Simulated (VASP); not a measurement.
Band structure of La (dhcp). Computed with MS2 meta-GGA, VASP's PBE PAW potentials (set 64) (plane waves; VASP).

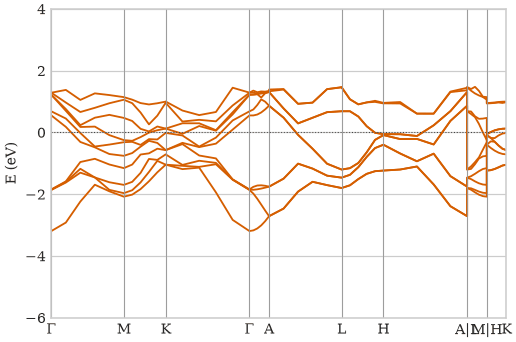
Bands along high-symmetry lines, zero at the valence-band maximum or, without a gap, the Fermi level

Problem. Read the plot: is there a gap, and where are the band edges?

Solution. It has no gap at this level: it comes out as a metal or semimetal.

The compound is La in the dhcp structure. It was relaxed first.
